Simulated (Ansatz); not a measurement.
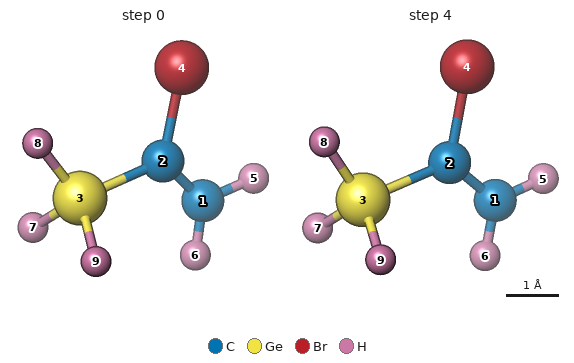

The structure of C$_{2}$H$_{5}$BrGe (coarse preliminary run) before (left) and after (right) a relaxation, at one scale.

A ball-and-stick model, seen from a free direction.

The start comes from a force field.

Method: RKS PBE-D4/def2-SVP in Ansatz 0.2.0.

Input
```yaml
crystal:
  periodic: [false, false, false]
  atoms:
    - {symbol: C, position_ang: [-0.228600, 1.369400, -0.576600]}
    - {symbol: C, position_ang: [-0.438200, 0.088100, -0.555900]}
    - {symbol: Ge, position_ang: [0.443100, -0.964200, 0.755500]}
    - {symbol: Br, position_ang: [-1.495100, -0.766000, -1.829200]}
    - {symbol: H, position_ang: [-0.788800, 2.003000, -1.353400]}
    - {symbol: H, position_ang: [0.365200, 1.930100, 0.128200]}
    - {symbol: H, position_ang: [2.033200, -0.775400, 0.617200]}
    - {symbol: H, position_ang: [0.154100, -2.444100, 0.571700]}
    - {symbol: H, position_ang: [0.043600, -0.487200, 2.225400]}
basis:
  gaussian: {orbitals: def2-SVP}
hamiltonian: {xc: pbe, dispersion: d4}
relax: {f_tol: 0.03, max_steps: 200}
```

Launched with:
```bash
ansatz run in.yaml --threads 4 --pin off --events-out ev --progress --plain --max-ram 10444MiB
```

Q: Describe what moved and what it gained.

A: After 4 geometry steps the energy has fallen by 6.46 kcal/mol. Largest force component: 3.6 eV/Å at the start, 0.025 eV/Å at the end. The largest move after the best rigid fit is that of C1, 0.11 Å. By element the largest moves are C 0.11 Å, Ge 0.08 Å, H 0.06 Å, Br 0.05 Å. Among the contacts that change: C2–Ge3 1.898 → 1.972 Å, Ge3–H7 1.607 → 1.551 Å, C2–Br4 1.862 → 1.914 Å, C1–H5 1.148 → 1.102 Å. Bond angles that change, for instance: C2–C1–H6 126.3° → 119.8°, C1–C2–Ge3 118.9° → 123.9°, C2–C1–H5 118.5° → 122.7°. Cost: 7.5 s on 4 threads of Arm Neoverse V1, on a shared host.
